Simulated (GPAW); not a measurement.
# Quasiparticle gap of WS2 (Tungstenite) in GPAW

How does a plane-wave GW calculation on WS2 (Tungstenite) run from the first input to the gap?

Program: GPAW 26.7.0. Level of theory: LDA and many-body steps on it, plane waves. Results are calculated unless marked as measured.

**1. Set-up**

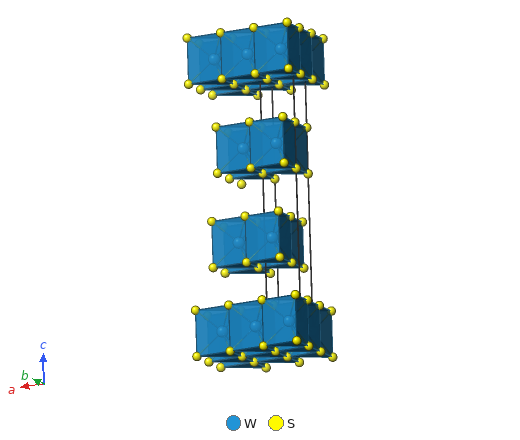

Start, viewed from a free direction; tungsten blue, sulfur yellow. 2×2×1 cells are drawn. This picture shows the conventional cell, with its axes. Bonds to atoms that aren't drawn are left out. Some periodic images of atoms are drawn too.

The cell and positions come from the Crystallography Open Database and are kept as given unless a step says otherwise. Spin-orbit coupling is left out unless a step names it.

**2. Ground state**

This step: GPAW 26.7.0; DFT, LDA, plane waves, PAW.

The ground-state density comes first.

Contents of run.py:

```python
import json
import numpy as np
from gpaw.mpi import world
from ase import Atoms
from gpaw import GPAW, PW, FermiDirac

atoms = Atoms(['W', 'S', 'S'],
    cell=[[1.5790000000, 0.9116360751, 6.1633333333],
      [-1.5790000000, 0.9116360751, 6.1633333333],
      [0.0000000000, -1.8232721501, 6.1633333333]],
    scaled_positions=[[0.0000000000, 0.0000000000, 0.0000000000],
      [0.2497000000, 0.2497000000, 0.2497000000],
      [0.4190000000, 0.4190000000, 0.4190000000]],
    pbc=(True, True, True))
calc = GPAW(mode=PW(450),
    xc='LDA',
    kpts={'size': (8, 8, 8), 'gamma': True},
    occupations=FermiDirac(0.001),
    nbands=-7,
    convergence={'density': 1e-6, 'bands': -3},
    maxiter=100,
    txt='gs.txt')
atoms.calc = calc
res = {'energy': atoms.get_potential_energy()}
kpts = calc.get_ibz_k_points()
res['kpts'] = kpts
res['eigenvalues'] = [calc.get_eigenvalues(kpt=k) for k in range(len(kpts))]
res['n_electrons'] = calc.get_number_of_electrons()
calc.write('gs.gpw')

if world.rank == 0:
    with open('result.json', 'w') as f:
        json.dump(res, f, default=lambda x: x.tolist())
```

The run is started by

```
$ mpirun -n 4 gpaw python run.py
```

Numbers of over 12 decimals in the logs are rounded to 6 here.

Output:

```text
__  _  _
 | _ |_)|_||  |
 |__||  | ||/\| - 26.7.0

Input parameters:
  mode=PW(ecut=450.000000),
  convergence={'density': 1e-06, 'bands': -3},
  kpts=MonkhorstPack(size=(8, 8, 8), gamma=True),
  maxiter=100,
  nbands=-7,
  occupations=Occupations(name='fermi-dirac', width=0.001, fixmagmom=False),
  xc=XC(name='LDA')
  [... matrices ...]
Diagonalizing LCAO Hamiltonian
Converting LCAO to pw mode

       S

       S

       W

Atoms  # Å, Bohr magnetons
|   | symbol |        x |        y |        z |    initial magnetic moments |
| 0 |      W | 0.000000 | 0.000000 | 0.000000 | ( 0.0000,  0.0000,  0.0000) |
| 1 |      S | 0.000000 | 0.000000 | 4.616953 | ( 0.0000,  0.0000,  0.0000) |
| 2 |      S | 0.000000 | 0.000000 | 7.747310 | ( 0.0000,  0.0000,  0.0000) |

Unit cell  # Å
| periodic |         x |         y |        z |  lengths |    angles |
|      yes |  1.579000 |  0.911636 | 6.163333 | 6.427363 | 28.442674 |
|      yes | -1.579000 |  0.911636 | 6.163333 | 6.427363 | 28.442674 |
|      yes |  0.000000 | -1.823272 | 6.163333 | 6.427363 | 28.442674 |

Number of symmetries: 6
Symmetry operations  # r_c * U_cc + t_c -> r_c
|   | kind |            matrix            |
| 0 |  E   |  1, 0, 0,  0, 1, 0,  0, 0, 1 |
| 1 |  σ   |  1, 0, 0,  0, 0, 1,  0, 1, 0 |
| 2 |  σ   |  0, 1, 0,  1, 0, 0,  0, 0, 1 |
| 3 |  C3  |  0, 1, 0,  0, 0, 1,  1, 0, 0 |
| 4 |  C3  |  0, 0, 1,  1, 0, 0,  0, 1, 0 |
| 5 |  σ   |  0, 0, 1,  0, 1, 0,  1, 0, 0 |

BZ-sampling:
  Number of BZ points: 512
  Number of IBZ points: 65

  Monkhorst-Pack size: [8, 8, 8]
  Monkhorst-Pack shift: [0.0625, 0.0625, 0.0625]

K-points  # in reciprocal-cell coordinates
|     |                                coordinates |     weight |
|   0 | (  0.00000000,   0.00000000,   0.00000000) | 0.00195312 |
|   1 | (  0.12500000,   0.00000000,  -0.12500000) | 0.01171875 |
|   2 | (  0.12500000,   0.00000000,   0.00000000) | 0.01171875 |
|   3 | (  0.12500000,   0.12500000,  -0.12500000) | 0.01171875 |
|   4 | (  0.12500000,   0.12500000,   0.00000000) | 0.01171875 |
|   5 | (  0.12500000,   0.12500000,   0.12500000) | 0.00390625 |
|   6 | (  0.25000000,  -0.12500000,  -0.12500000) | 0.01171875 |
|   7 | (  0.25000000,   0.00000000,  -0.25000000) | 0.01171875 |
|   8 | (  0.25000000,   0.00000000,  -0.12500000) | 0.02343750 |
|   9 | (  0.25000000,   0.00000000,   0.00000000) | 0.01171875 |
| ... |                                            |            |
|  64 | (  0.50000000,   0.50000000,   0.50000000) | 0.00195312 |

Plane wave coefficients: 1182
Cutoff: 450.000000 eV

Spin-components: 1 (collinear spins)
Bands:           20
Projectors:      16
Spin-degeneracy: 2
Datatype:        complex128

  Storage: CPU
  Wave functions: 24_523_200 bytes (6_130_800 per core)
  Projectors: 28_201_680 bytes (7_050_420 per core)
  [... matrices ...]
Parallelization:
  kpt:    4
  domain: 1
  band:   1

Density:
  Valence electrons: 26.0
  Components: 1
  Grid points: [32 32 32]
  Charge: 0.0  # |e|

Potential:
  Grid points: [32 32 32]

species:
  W:
    name:    Tungsten
    Z:       74.0
    valence: 14
    core:    60
    charge:  0.0  # [|e|]
    compensation charges:
      type: gauss
      rc: 0.40  # [Å]
      lmax: 2
    cutoffs:
      filter: 2.36  # [Å]
      core: 3.02  # [Å]
    projectors
    | kind |    occ | energy [eV] | rcut [Å] |
    |   5s |  2.000 |     -79.053 |    1.344 |
    |   6s |  2.000 |      -5.886 |    1.344 |
    |   5p |  6.000 |     -43.417 |    1.355 |
    |   6p |  0.000 |      -1.469 |    1.355 |
    |   5d |  4.000 |      -4.693 |    1.228 |
    |    d |        |      22.518 |    1.228 |

    Using partial waves for W as LCAO basis

  S:
    name:    Sulfur
    Z:       16.0
    valence: 6
    core:    10
    charge:  0.0  # [|e|]
    compensation charges:
      type: gauss
      rc: 0.24  # [Å]
      lmax: 2
    cutoffs:
      filter: 1.77  # [Å]
      core: 1.66  # [Å]
    projectors
    | kind |    occ | energy [eV] | rcut [Å] |
    |   3s |  2.000 |     -17.278 |    0.974 |
    |   3p |  4.000 |      -7.106 |    0.979 |
    |    s |        |       9.933 |    0.974 |
    |    p |        |      20.105 |    0.979 |
    |    d |        |       0.000 |    0.900 |

    Using partial waves for S as LCAO basis

Reference energy: -460165.274101  # eV

eigensolver:
  PPCG
  Converge bands: -3
  niter=2

density mixing:
  MSR1-Mixer
  Pratt-step length: 0.05
  Maximum mixing coefficient: 0.75
  Old densities: 10
  SVD Regularization: 0.005
  Good broyden scale: 1.0
  Trust region scale: 1.0
  Backstep threshold: 4.0
  History deletion threshold: 6.0
  Fourier metric: weight=20.0, sigma=0.015

occupation numbers:
  Fermi-Dirac:
    width: 0.0010  # eV

poisson solver:
  ecut: 3600.000000  # eV

xc functional:
  name: None

Initialization done in: 2.256 s

convergence criteria:
- Maximum integral of absolute [dens]ity change: 1e-06 electrons / valence electron
- Maximum [total energy] change in last 3 cyles: 0.0005 eV / valence electron
- Maximum integral of absolute [eigenst]ate change: 4e-08 eV^2 / valence electron
maximum number of iterations: 100

SCF iterations
|iter     |     time |      energy | eigst |  dens |
|iter:   1|  |  -25.291833 | +0.68 |       |
|iter:   2|  |  -25.247958 | -0.99 | -1.19 |
|iter:   3|  |  -24.982557 | -1.21 | -1.23 |
|iter:   4|  |  -25.008841 | -1.04 | -1.62 |
|iter:   5|  |  -24.924722 | -1.66 | -1.61 |
|iter:   6|  |  -24.924334 | -3.39 | -2.08 |
|iter:   7|  |  -24.924370c| -4.35 | -2.95 |
|iter:   8|  |  -24.924307c| -4.69 | -3.25 |
|iter:   9|  |  -24.924305c| -6.15 | -3.72 |
|iter:  10|  |  -24.924305c| -7.81c| -4.54 |
|iter:  11|  |  -24.924305c| -8.40c| -5.22 |
|iter:  12|  |  -24.924305c| -9.04c| -5.89 |
|iter:  13|  |  -24.924305c| -9.51c| -6.76c|

Converged in 13 steps
SCF loop duration: 7.186 s (0.553 s/step)
Energy contributions relative to reference atoms: (reference = -460165.274101)
  [... matrices ...]
Energy contributions:
  Kinetic:          15.163193
  Coulomb:         -16.833484
  Zero:             -0.000597
  External:          0.000000
  Xc:              -23.253417
  Entropy:          -0.000000
  Spinorbit:         0.000000
  ----------------------------
  Free energy:     -24.924305
  Extrapolated:    -24.924305

dipole moment: (-0.000000, -0.000000, -86.220450)  # |e|*Ang

Fermi level: 9.420
Eigenvalues  # (at kpt = [0.000, 0.000, 0.000])
| band index |      eig [eV] | occ [0-2] |
|          0 |       -65.824 |     2.000 |
|        ... |               |           |
|          5 |        -5.012 |     2.000 |
|          6 |         0.925 |     2.000 |
|          7 |         5.040 |     2.000 |
|          8 |         5.040 |     2.000 |
|          9 |         6.294 |     2.000 |
|         10 |         6.294 |     2.000 |
|         11 |         7.043 |     2.000 |
|         12 |         7.345 |     2.000 |
|         13 |        10.753 |     0.000 |
|         14 |        10.753 |     0.000 |
|         15 |        11.119 |     0.000 |
|         16 |        11.119 |     0.000 |
|         17 |        13.200 |     0.000 |
|         18 |        16.264 |     0.000 |
|         19 |        16.911 |     0.000 |

Gap: 1.089 eV
Transition (v -> c):
  (s=0, k=64, n=12, [0.50, 0.50, 0.50]) -> (s=0, k=8, n=13, [0.25, 0.00, -0.12])
Direct/indirect transitions are different
Direct gap: 2.276 eV
Transition at: (s=0, k=64, n=12, [0.50, 0.50, 0.50])
# Writing to gs.gpw (mode='')
  [... matrices ...]
```

The job ended after 11 s (4 MPI ranks of Intel Xeon 6975P-C (Granite Rapids), shared host; peak memory 0.88 GiB; 43 s of CPU time).

This step gave:

| Item | Value |
| --- | --- |
| total energy | -24.92 eV |
| gap | 1.089 eV |
| k of the valence top | 0.5, 0.5, 0.5 |
| k of the conduction bottom | 0.25, 0, -0.125 |
| least direct gap | 2.276 eV |

The gap is indirect, with the least direct gap 1.19 eV higher.

**3. Bands along the symmetry lines**

Levels along a band path, at the cheap level, show where the edges lie and whether the meshes to come will hold them.

Contents of run.py:

```python
import json
import numpy as np
from gpaw.mpi import world
from gpaw import GPAW

path = [[0.000000, 0.000000, 0.000000],
    [-0.062500, -0.062500, -0.062500],
    [-0.125000, -0.125000, -0.125000],
    [-0.187500, -0.187500, -0.187500],
    [-0.250000, -0.250000, -0.250000],
    [-0.312500, -0.312500, -0.312500],
    [-0.375000, -0.375000, -0.375000],
    [-0.437500, -0.437500, -0.437500],
    [-0.500000, -0.500000, -0.500000],
    [-0.500000, -0.460157, -0.539843],
    [-0.500000, -0.420313, -0.579687],
    [-0.500000, -0.380470, -0.619530],
    [-0.500000, -0.340626, -0.659374],
    [-0.500000, -0.300783, -0.699217],
    [-0.500000, -0.260939, -0.739061],
    [-0.500000, -0.221096, -0.778904],
    [-0.500000, -0.181252, -0.818748],
    [-0.181252, 0.181252, -0.500000],
    [-0.158596, 0.158596, -0.500000],
    [-0.135939, 0.135939, -0.500000],
    [-0.113283, 0.113283, -0.500000],
    [-0.090626, 0.090626, -0.500000],
    [-0.067970, 0.067970, -0.500000],
    [-0.045313, 0.045313, -0.500000],
    [-0.022657, 0.022657, -0.500000],
    [0.000000, 0.000000, -0.500000],
    [0.000000, 0.000000, -0.437500],
    [0.000000, 0.000000, -0.375000],
    [0.000000, 0.000000, -0.312500],
    [0.000000, 0.000000, -0.250000],
    [0.000000, 0.000000, -0.187500],
    [0.000000, 0.000000, -0.125000],
    [0.000000, 0.000000, -0.062500],
    [0.000000, 0.000000, 0.000000],
    [0.000000, 0.042578, -0.042578],
    [0.000000, 0.085157, -0.085157],
    [0.000000, 0.127735, -0.127735],
    [0.000000, 0.170313, -0.170313],
    [0.000000, 0.212891, -0.212891],
    [0.000000, 0.255470, -0.255470],
    [0.000000, 0.298048, -0.298048],
    [0.000000, 0.340626, -0.340626],
    [-0.340626, 0.000000, -0.659374],
    [-0.360548, 0.000000, -0.639452],
    [-0.380470, 0.000000, -0.619530],
    [-0.400391, 0.000000, -0.599609],
    [-0.420313, 0.000000, -0.579687],
    [-0.440235, 0.000000, -0.559765],
    [-0.460157, 0.000000, -0.539843],
    [-0.480078, 0.000000, -0.519922],
    [-0.500000, 0.000000, -0.500000],
    [-0.437500, 0.000000, -0.437500],
    [-0.375000, 0.000000, -0.375000],
    [-0.312500, 0.000000, -0.312500],
    [-0.250000, 0.000000, -0.250000],
    [-0.187500, 0.000000, -0.187500],
    [-0.125000, 0.000000, -0.125000],
    [-0.062500, 0.000000, -0.062500],
    [0.000000, 0.000000, 0.000000]]
calc = GPAW('gs.gpw').fixed_density(kpts=path,
    symmetry='off',
    nbands=23,
    convergence={'bands': 19},
    txt='bands.txt')
res = {}
kpts = calc.get_ibz_k_points()
res['kpts'] = kpts
res['eigenvalues'] = [calc.get_eigenvalues(kpt=k) for k in range(len(kpts))]
res['n_electrons'] = calc.get_number_of_electrons()

if world.rank == 0:
    with open('result.json', 'w') as f:
        json.dump(res, f, default=lambda x: x.tolist())
```

The run is started by

```
$ mpirun -n 4 gpaw python run.py
```

Output:

```text
Diagonalizing LCAO Hamiltonian
Converting LCAO to pw mode
convergence criteria:
- Maximum integral of absolute [eigenst]ate change: 4e-08 eV^2 / valence electron
maximum number of iterations: 100

SCF iterations
|iter     |     time |      energy | eigst |  dens |
|iter:   1|  |             | +0.94 |       |
|iter:   2|  |             | -0.59 |       |
|iter:   3|  |             | -1.64 |       |
[...]
|iter:   8|  |             | -6.07 |       |
|iter:   9|  |             | -6.92 |       |
|iter:  10|  |             | -7.68c|       |
SCF steps: 10
  __  _  _
 | _ |_)|_||  |
 |__||  | ||/\| - 26.7.0

Input parameters:
  mode=PW(ecut=450.000000),
  convergence={'bands': 19},
  gpts=array([32, 32, 32]),
  kpts=KPoints(kpts=array([[ 0.      ,  0.      ,  0.      ],
         [-0.0625  , -0.0625  , -0.0625  ],
         [-0.125   , -0.125   , -0.125   ],
         [-0.1875  , -0.1875  , -0.1875  ],
[...]
[-0.5     , -0.460157, -0.539843],
         [-0.5     , -0.420313, -0.579687],
[...]
[-0.5     , -0.340626, -0.659374],
         [-0.5     , -0.300783, -0.699217],
         [-0.5     , -0.260939, -0.739061],
         [-0.5     , -0.221096, -0.778904],
         [-0.5     , -0.181252, -0.818748],
         [-0.181252,  0.181252, -0.5     ],
         [-0.158596,  0.158596, -0.5     ],
         [-0.135939,  0.135939, -0.5     ],
         [-0.113283,  0.113283, -0.5     ],
         [-0.090626,  0.090626, -0.5     ],
[...]
[-0.045313,  0.045313, -0.5     ],
         [-0.022657,  0.022657, -0.5     ],
         [ 0.      ,  0.      , -0.5     ],
         [ 0.      ,  0.      , -0.4375  ],
         [ 0.      ,  0.      , -0.375   ],
[...]
[ 0.      ,  0.      ,  0.      ],
         [ 0.      ,  0.042578, -0.042578],
         [ 0.      ,  0.085157, -0.085157],
         [ 0.      ,  0.127735, -0.127735],
         [ 0.      ,  0.170313, -0.170313],
         [ 0.      ,  0.212891, -0.212891],
         [ 0.      ,  0.25547 , -0.25547 ],
         [ 0.      ,  0.298048, -0.298048],
         [ 0.      ,  0.340626, -0.340626],
         [-0.340626,  0.      , -0.659374],
         [-0.360548,  0.      , -0.639452],
[...]
[-0.400391,  0.      , -0.599609],
         [-0.420313,  0.      , -0.579687],
         [-0.440235,  0.      , -0.559765],
         [-0.460157,  0.      , -0.539843],
         [-0.480078,  0.      , -0.519922],
[...]
[-0.125   ,  0.      , -0.125   ],
         [-0.0625  ,  0.      , -0.0625  ],
         [ 0.      ,  0.      ,  0.      ]])),
  maxiter=100,
  nbands=23,
  occupations=Occupations(name='fermi-dirac', width=0.001, fixmagmom=False),
  parallel={},
  symmetry=Symmetry(point_group=False, time_reversal=False),
  xc=XC(name='LDA')
```

It took 8.7 s on 4 MPI ranks; peak memory 0.9 GiB; 34 s of CPU time.

This step gave:

```yaml
gap: 0.9355 eV
k_of_the_valence_top: -0.5, -0.5, -0.5
k_of_the_conduction_bottom: 0, 0.1703, -0.1703
least_direct_gap: 1.888 eV
```

The gap is 0.935 eV, −0.154 eV from the run before at this level.

The electronic bands at the labelled points (eV, zero at the top of the highest filled band):

| point | band 10 | band 11 | band 12 | band 13 | band 14 | band 15 | band 16 | band 17 |
| --- | --- | --- | --- | --- | --- | --- | --- | --- |
| Γ | -2.30 | -2.30 | -1.55 | -1.25 | 2.16 | 2.16 | 2.53 | 2.53 |
| T | -3.57 | -2.27 | -2.27 | 0.00 | 2.28 | 2.28 | 2.36 | 2.36 |
| H2 | -4.61 | -4.06 | -3.00 | -0.73 | 1.21 | 2.46 | 3.49 | 4.78 |
| jump to H0 | -4.61 | -4.06 | -3.00 | -0.73 | 1.21 | 2.46 | 3.49 | 4.78 |
| L | -4.16 | -2.55 | -1.80 | -1.73 | 2.24 | 2.53 | 3.54 | 3.83 |
| Γ | -2.30 | -2.30 | -1.55 | -1.25 | 2.16 | 2.16 | 2.53 | 2.53 |
| S0 | -4.63 | -3.99 | -3.05 | -0.71 | 1.18 | 2.47 | 3.44 | 4.83 |
| jump to S2 | -4.63 | -3.99 | -3.05 | -0.71 | 1.18 | 2.47 | 3.44 | 4.83 |
| F | -4.08 | -3.17 | -2.00 | -1.54 | 2.19 | 2.64 | 3.13 | 4.34 |
| Γ | -2.30 | -2.30 | -1.55 | -1.25 | 2.16 | 2.16 | 2.53 | 2.53 |

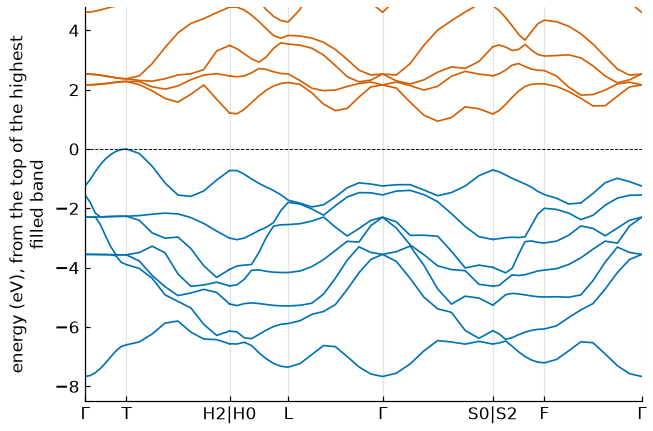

Electronic bands along the path; lines of filled and empty bands in two colours.

**4. Empty states on the mesh, 6×6×6 mesh, 96 bands**

The sums over transitions need many empty states on a uniform mesh; this step solves for them.

Contents of run.py:

```python
import json
import numpy as np
from gpaw.mpi import world
from gpaw import GPAW

calc = GPAW('gs.gpw').fixed_density(kpts={'size': (6, 6, 6), 'gamma': True},
    parallel={'domain': 1, 'band': 1},
    txt='nscf.txt')
calc.diagonalize_full_hamiltonian(nbands=96)
calc.write('full.gpw', mode='all')
res = {}
kpts = calc.get_ibz_k_points()
res['kpts'] = kpts
res['eigenvalues'] = [calc.get_eigenvalues(kpt=k) for k in range(len(kpts))]
res['n_electrons'] = calc.get_number_of_electrons()

if world.rank == 0:
    with open('result.json', 'w') as f:
        json.dump(res, f, default=lambda x: x.tolist())
```

The run is started by

```
$ mpirun -n 4 gpaw python run.py
```

Output:

```text
Diagonalizing LCAO Hamiltonian
Converting LCAO to pw mode
convergence criteria:
- Maximum integral of absolute [eigenst]ate change: 4e-08 eV^2 / valence electron
maximum number of iterations: 100

SCF iterations
|iter     |     time |      energy | eigst |  dens |
|iter:   1|  |             | +0.50 |       |
|iter:   2|  |             | -1.10 |       |
|iter:   3|  |             | -2.56 |       |
|iter:   4|  |             | -3.81 |       |
|iter:   5|  |             | -4.95 |       |
|iter:   6|  |             | -6.13 |       |
|iter:   7|  |             | -7.20 |       |
|iter:   8|  |             | -7.74c|       |
SCF steps: 8
  __  _  _
 | _ |_)|_||  |
 |__||  | ||/\| - 26.7.0

Input parameters:
  mode=PW(ecut=450.000000),
  convergence={'density': 1e-06, 'bands': -3},
  gpts=array([32, 32, 32]),
  kpts=MonkhorstPack(size=(6, 6, 6), gamma=True),
  maxiter=100,
  nbands=20,
  occupations=Occupations(name='fermi-dirac', width=0.001, fixmagmom=False),
  parallel={'domain': 1, 'band': 1},
  xc=XC(name='LDA')
Matrix size: 1182x1182
# Writing to full.gpw (mode='all')
  [... matrices ...]

timing:  # [seconds]
  Total: 7.776  # ━━━━━━━━━━━━━━━━━━━━━━━━━━━━━━━━━━━━━━━━━━━━━━━━━━━━━━━━━━━
```

Run time: 13 s. Hardware: 4 MPI ranks; peak memory 1.4 GiB.

Numbers from this step:

```yaml
gap: 0.9419 eV
k_of_the_valence_top: 0.5, 0.5, 0.5
k_of_the_conduction_bottom: 0.1667, 0, -0.1667
least_direct_gap: 1.879 eV
k_points_computed: 32
lowest_point_of_the_top_converged_band_above_the_valence_top: 65.4704 eV
```

On this mesh the gap is 0.942 eV.

(Continued in part 2 of 2.)

[Paths, hosts, dates, memory and timing lines, banners, echoed tables and standing remarks are left out of the program output.]

[Logs are printed without paths, hosts, clocks, repeated set-up lines and the standing remarks that a program may print on its own settings, such as how far it seeks lower states.]

[Runs of the session that timed out or met a known fault of the program may be left out.]

[Hosts, paths, dates, database ids (printed as entryN), source tags and the programs' standing remarks are cut or masked in the printed files.]
